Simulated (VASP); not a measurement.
Band structure of VSi (relaxed from the CsCl structure, space group Pm-3m). Level of theory: PBEsol GGA, VASP's PBE PAW potentials (set 64) (plane waves; VASP).

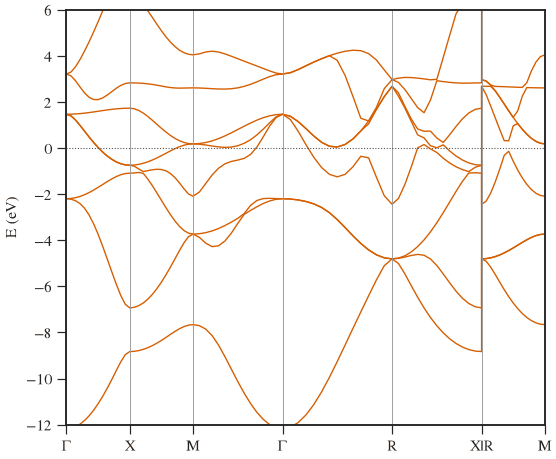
Fig. 1. Bands along high-symmetry lines, zero at the valence-band maximum or, without a gap, the Fermi level

Read the plot: is there a gap, and where are the band edges?

It has no gap at this level: it comes out as a metal or semimetal. (Edges off the drawn lines would not show.)

The structure was generated: VSi was put into the CsCl type (Pm-3m), which need not be its known phase. It was relaxed first. The run is not spin-polarised, so no magnetic state was tried. The electron count is odd and the run is not spin-polarised, which forces a metal.
